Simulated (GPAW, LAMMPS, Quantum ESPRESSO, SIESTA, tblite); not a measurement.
# Amorphous Si0.8Ge0.2 (141 atoms) in tblite

How near does tblite come to plane waves for amorphous Si0.8Ge0.2 (141 atoms)?

Main program and level: tblite 0.8.0; the method is named at each step.

### Step 1. The starting structure

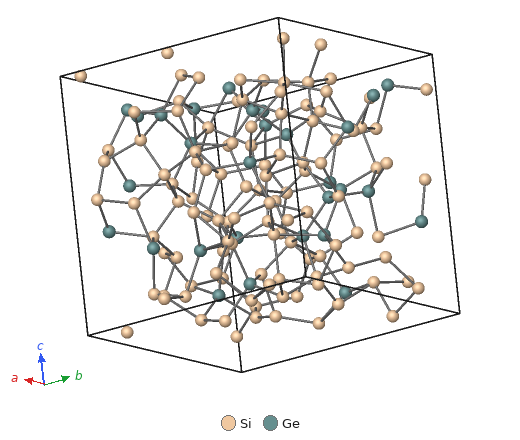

Start, viewed from a free direction; silicon light orange, germanium teal. Bonds to atoms that aren't drawn are left out. Some periodic images of atoms are drawn too.

The cell holds 141 atoms: 113 Si and 28 Ge. Its edges and angles: a = 14.380 Å, b = 14.380 Å, c = 14.380 Å, α = 90.0°, β = 90.0°, γ = 90.0°. 141 atoms (113 Si, 28 Ge) placed at random at 2.91 g/cm³, melted at 3500 K for 10 ps at fixed volume with the Tersoff potential (Tersoff, Phys. Rev. B 39, 5566 (1989)). Quenched from 3500 K to 300 K at 10 K/ps and fixed volume, held 5 ps, then minimised at fixed cell.

The yardstick, on the same geometry:

```
method                 : Kohn-Sham DFT, PBE, SSSP efficiency 1.3.0 pseudopotentials, plane waves (Quantum ESPRESSO 7.5); sssp-pbe-1.3.0-efficiency, cutoffs 45/360 Ry, Γ point
r.m.s. force component : 0.2126 eV/Å
longest force          : 0.8812 eV/Å
pressure               : -0.959 GPa
time                   : 15 min on 4 MPI ranks of Arm Neoverse V1, shared host
CPU time               : 59 min
```

### Step 2. GFN1-xTB

Method: GFN1-xTB tight binding, diagonalisation.

Contents of run.py:

```python
import numpy as np
from ase.io import read
from tblite.ase import TBLite

atoms = read("structure.xyz")
atoms.calc = TBLite(method="GFN1-xTB", electronic_temperature=580, accuracy=1.0, max_iterations=250, mixer_damping=0.1, verbosity=1)
energy = atoms.get_potential_energy()
forces = atoms.get_forces()
print(f"energy {energy:.6f} eV")
print("forces (eV/A)")
for i, (a, f) in enumerate(zip(atoms, forces)):
    print(f"{i:4d} {a.symbol:2s} {f[0]:10.5f} {f[1]:10.5f} {f[2]:10.5f}")
stress = -atoms.get_stress(voigt=False) * 160.21766
print("stress (GPa, compression positive)")
for row in stress:
    print(" ".join(f"{x:10.4f}" for x in row))
print("charges (e)")
print(np.array2string(atoms.get_charges(), precision=4, suppress_small=True, max_line_width=110, threshold=100000))
```

Contents of structure.xyz:

```xyz
141
Lattice="14.37980 0.00000 0.00000 0.00000 14.37980 0.00000 0.00000 0.00000 14.37980" Properties=species:S:1:pos:R:3 pbc="T T T"
Si 2.65005 11.84018 0.05191
Si 8.01659 1.97837 4.78747
Si 3.11366 11.76584 4.41187
Si 5.31334 6.87671 7.18357
Si 12.17681 11.08654 5.15128
Si 13.23517 0.77780 7.52409
Si 9.66193 3.56691 7.30278
Si 3.25271 8.99413 11.98182
Si 11.50729 0.62221 0.45023
Si 2.46700 10.97049 10.74602
Si 1.81718 5.32081 8.49386
Si 5.83403 5.81994 3.30189
Si 8.08777 6.10955 10.05076
Si 9.21659 6.40275 4.38469
Si 10.18306 8.72279 11.71163
Si 13.06836 6.41699 11.19640
Si 13.84962 0.96719 14.25412
Si 10.35950 9.92868 3.92914
Si 6.43352 3.95430 4.92235
Si 11.35300 12.29070 11.67151
Si 12.42947 8.34072 3.61868
Si 10.14121 9.80861 1.49866
Si 12.22341 10.07765 12.21938
Si 10.39616 5.10584 13.86241
Si 13.80720 8.26306 1.65871
Si 5.01424 1.94875 10.51868
Si 5.95094 2.01720 8.34431
Si 6.07345 3.59524 11.90949
Si 4.96261 0.67384 3.93791
Si 6.55417 0.24690 5.63904
Si 7.40560 11.22056 10.34871
Si 4.84326 7.28624 4.88813
Si 2.56507 3.33309 13.93561
Si 0.87113 5.73337 4.87432
Si 9.74116 12.01821 0.76846
Si 4.18869 5.18708 8.34920
Si 1.73262 2.50755 2.83426
Si 1.03319 4.14009 6.64145
Si 10.29809 2.13554 5.57102
Si 0.16019 11.39225 2.41782
Si 4.97771 3.51874 6.84191
Si 6.69150 12.03158 2.13554
Si 11.61758 12.71505 14.00089
Si 3.84128 12.67119 11.80840
Si 0.09031 10.34885 11.15671
Si 9.90998 7.57154 9.59564
Si 10.47353 14.35305 10.84237
Si 13.84660 4.14526 11.53174
Si 8.26709 4.82212 0.58138
Si 4.32544 9.54646 1.00644
Si 11.69365 7.08895 13.08662
Si 4.65575 5.66880 1.15987
Si 8.09338 8.81755 13.05384
Si 11.13227 2.36519 2.22513
Si 7.35455 2.68543 1.25018
Si 10.24733 13.74651 2.48526
[... 81 atom lines left out ...]
Ge 1.56840 13.60559 5.05349
Ge 7.51359 0.09850 13.12444
Ge 10.16494 3.39263 12.07256
Ge 7.96770 6.46631 2.30523
```

Command:

```bash
> OMP_NUM_THREADS=1 python run.py > output.txt
```

Output:

```text
------------------------------------------------------------
  cycle        total energy    energy error   density error
------------------------------------------------------------
      1     -240.0222011619  -2.4061020E+02   4.9550176E-01
      2     -253.8748672681  -1.3852666E+01   3.9953789E-01
      3     -254.1584981938  -2.8363093E-01   3.5501647E-01
      4     -245.5647676166   8.5937306E+00   2.7446172E-01
      5     -253.8038600178  -8.2390924E+00   8.3329237E-02
      6     -254.3232213257  -5.1936131E-01   3.2781998E-02
      7     -254.4593210976  -1.3609977E-01   1.8076756E-02
      8     -254.5071366833  -4.7815586E-02   1.0657516E-02
      9     -254.5150548055  -7.9181222E-03   6.7930464E-03
     10     -254.5157219743  -6.6716876E-04   5.3087380E-03
     11     -254.5162592734  -5.3729910E-04   4.1809891E-03
     12     -254.5165293159  -2.7004248E-04   2.6740983E-03
     13     -254.5165547586  -2.5442785E-05   1.6854942E-03
     14     -254.5166508609  -9.6102270E-05   1.1520921E-03
     15     -254.5166962744  -4.5413490E-05   9.3285972E-04
     16     -254.5166976695  -1.3950757E-06   8.0940280E-04
     17     -254.5167009961  -3.3266238E-06   6.7578249E-04
     18     -254.5167094526  -8.4565268E-06   4.1678964E-04
     19     -254.5167119655  -2.5128801E-06   2.3798258E-04
     20     -254.5167131239  -1.1584189E-06   1.5188426E-04
     21     -254.5167132868  -1.6287015E-07   1.1901814E-04
     22     -254.5167133052  -1.8434378E-08   9.8210629E-05
     23     -254.5167134495  -1.4430935E-07   7.1139797E-05
     24     -254.5167135192  -6.9704100E-08   4.3220552E-05
     25     -254.5167135502  -3.0944079E-08   2.8445386E-05
     26     -254.5167135577  -7.5069977E-09   2.3013430E-05
     27     -254.5167135596  -1.8998492E-09   1.7403704E-05
------------------------------------------------------------
 total:                                  34.489 sec
energy -6925.752542 eV
forces (eV/A)
   0 Si    0.38371   -0.03803   -0.14416
   1 Si    0.00688   -0.03138    0.07865
   2 Si    0.14411   -0.08924   -0.05928
   3 Si   -0.13057   -0.22986   -0.39404
   4 Si   -0.09955    0.06338   -0.03066
   5 Si    0.28146    0.26253   -0.23016
   6 Si    0.39333    0.30273    0.11977
   7 Si   -0.15254    0.59103    0.17174
   8 Si    0.30602    0.21309    0.23713
   9 Si    0.43304    0.01007   -0.44443
  10 Si    0.04026    0.09023    0.15902
  11 Si    0.11333   -0.12047    0.06664
  12 Si   -0.03656    0.01946   -0.38074
  13 Si    0.05406   -0.01663    0.13399
  14 Si    0.20212    0.29423    0.15759
  15 Si   -0.31231   -0.06735    0.10343
  16 Si   -0.43402    0.13126   -0.11579
  17 Si    0.29245   -0.07012   -0.10660
  18 Si    0.39101    0.19612   -0.09512
  19 Si   -0.03121   -0.02563   -0.36311
  20 Si    0.05802   -0.45860    0.62184
  21 Si    0.22649   -0.14829    0.23325
  22 Si   -0.23227   -0.53236    0.04879
  23 Si    0.07268    0.19457   -0.04137
[...]
133 Ge    0.19003    0.04099   -0.08529
 134 Ge    0.36124   -0.65271   -0.07376
 135 Ge   -0.15644    0.12038   -0.11850
 136 Ge    0.31949    0.15914   -0.07584
 137 Ge   -0.40689   -0.38084    0.27449
 138 Ge    0.01375    0.06173   -0.02466
 139 Ge    0.23208    0.19090    0.16876
 140 Ge    0.35840    0.07710    0.16568
stress (GPa, compression positive)
    4.2812     0.2074    -0.0761
    0.2074     5.7268     1.1050
   -0.0761     1.1050     4.3309
charges (e)
[ 0.1121  0.0172  0.1001 -0.0549  0.0745  0.0899 -0.0475  0.0595  0.0675  0.0605  0.0356  0.0781  0.0547
  0.0365 -0.0162  0.0028  0.0234  0.0424  0.0721 -0.0527  0.0496  0.0039  0.1414  0.0364  0.0436  0.0478
  0.0281  0.0693 -0.0125  0.0308 -0.0322  0.0463  0.1212 -0.004  -0.0286 -0.0156 -0.003   0.0307  0.0974
  0.0138  0.0553  0.0235  0.0258  0.0891  0.0494  0.0211  0.1211  0.0402  0.0787  0.0942  0.0517  0.0616
  0.0322  0.0785  0.0265  0.0764  0.006   0.0599  0.0492  0.0159  0.0304  0.1075  0.0633  0.0897  0.0218
  0.0253  0.125   0.0283  0.0836 -0.0265 -0.0109  0.0148  0.0361  0.055  -0.0075  0.0562  0.0133  0.0131
  0.0435 -0.0025  0.0176  0.0799  0.0548 -0.0519  0.0298  0.0801  0.1222  0.0406  0.0412  0.0964  0.0153
  0.0422  0.0589  0.0276  0.0408  0.0931  0.073   0.0218 -0.0077  0.0591  0.0524  0.056   0.1065  0.0531
  0.1064  0.0501 -0.0006 -0.0961  0.0017  0.0898  0.0124  0.0164  0.0661 -0.2406 -0.2287 -0.1304 -0.0922
 -0.1334 -0.1085 -0.2286 -0.0565 -0.3201 -0.0452 -0.1928 -0.224  -0.164  -0.1276 -0.0732 -0.0565 -0.2079
 -0.053  -0.169  -0.1398 -0.1615 -0.2206 -0.2503 -0.2617 -0.2996 -0.1259 -0.0898 -0.283 ]
```

The job ended after 35 s (1 thread of Arm Neoverse V1, shared host; peak memory 0.3 GiB).

Banners, paths, timers and routine set-up lines are dropped from the logs unmarked, and long logs keep their key lines alone; longer cuts are marked.

Against the reference:

```yaml
r_m_s_force_component: 0.2278 eV/Å
r_m_s_difference_of_force_components: 185.3 meV/Å
longest_difference_of_force_vectors: 751 meV/Å
force_difference_over_r_m_s_force: 87.18 %
slope_of_forces_against_the_reference_s: 0.6944
correlation_of_force_components: 0.6479
pressure: 4.78 GPa
pressure_difference: 5.739 GPa
```

Length of the force difference by element (eV/Å):

| element | atoms | mean | most |
| --- | --- | --- | --- |
| Ge | 28 | 0.26 | 0.42 |
| Si | 113 | 0.30 | 0.75 |

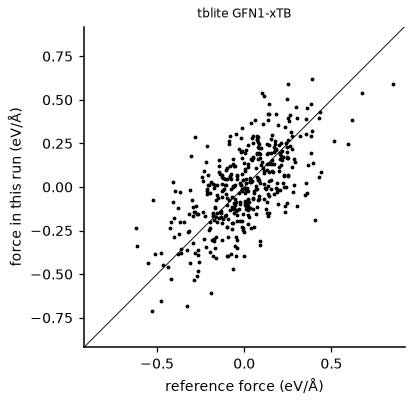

Force components against those of the reference; the line marks equality.

A closer look about Ge119, picked at random: 9 atoms, nearest first, numbered in the order of the input, with positions taken from that point.

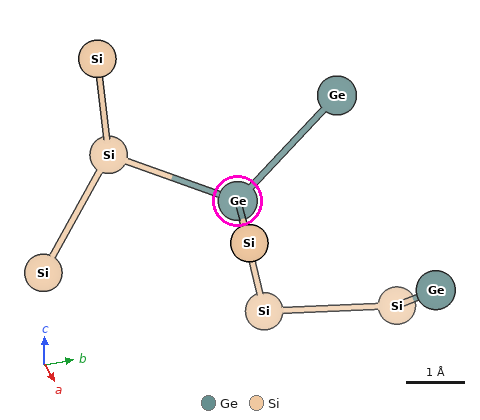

The atoms of the table, within 3.8 Å (arrows a, b, c point along x, y, z); some may hide others; the central atom is ringed.

| atom | x | y | z | distance (Å) | Mulliken charge (e) | Fx | Fy | Fz (eV/Å) |
| --- | --- | --- | --- | --- | --- | --- | --- | --- |
| Ge119 | 0.00 | 0.00 | 0.00 | 0.00 | -0.11 | -0.01 | -0.02 | 0.22 |
| Si111 | -0.07 | 0.56 | -2.37 | 2.44 | 0.01 | 0.03 | 0.01 | -0.01 |
| Si32 | -1.58 | -1.87 | 0.32 | 2.46 | 0.05 | -0.12 | 0.05 | -0.12 |
| Si58 | 2.37 | -0.55 | 0.62 | 2.51 | 0.06 | 0.27 | 0.16 | 0.12 |
| Ge118 | -0.15 | 1.82 | 1.77 | 2.54 | -0.13 | -0.20 | 0.08 | -0.11 |
| Si12 | -0.59 | -3.33 | -1.27 | 3.61 | 0.08 | 0.11 | -0.12 | 0.07 |
| Si4 | -1.11 | -2.27 | 2.61 | 3.64 | -0.05 | -0.13 | -0.23 | -0.39 |
| Si42 | 0.27 | 2.88 | -2.44 | 3.78 | 0.02 | -0.18 | 0.52 | 0.06 |
| Ge114 | 2.31 | 2.91 | -0.93 | 3.83 | -0.24 | -0.12 | 0.07 | -0.20 |

Atoms are counted from 1 here, from 0 in the log.

Forces lie 87 % from the reference's, at 0.0099 times its CPU time (on 1 against 4 cores).

### Step 3. Outcome

```json
{
  "force difference from the reference": "tblite GFN1-xTB, 87 %",
  "its CPU time": "35 s"
}
```

Tight binding differs by 87 % (tblite GFN1-xTB); it is another model, with fitted parameters of its own, and the xTB methods hold dispersion. One electronic-structure run takes under half the reference's CPU time: tblite GFN1-xTB, at 87 % in 35 s against 59 min, too far off to be of use; its pressure misses by +5.7 GPa. Periodic xTB results under one method name differ between programs and library versions. The reference's pressure holds the uncorrected Pulay stress of its 45 Ry basis, so small pressure differences, and their order, may be the reference's own error. The quench rate of 10 K/ps is many orders above laboratory rates, so the cell is likely richer in defects and strain than a real sample. The network of bonds at the start is that of the classical potential that made the cell, and needn't be the one that DFT or experiment would give. The electronic-structure runs sample only Γ, in a cell whose shortest periodic width is 14 Å, which is coarse for a cell with partly filled levels.

[Also dropped from logs without a mark: logging warnings of Python, and SIESTA's first energy breakdown and zero terms.]

[Logs are printed without paths, hosts, clocks, repeated set-up lines and the standing remarks that a program may print on its own settings, such as how far it seeks lower states.]

[Hosts, paths, dates, database ids (printed as entryN), source tags and the programs' standing remarks are cut or masked in the printed files.]
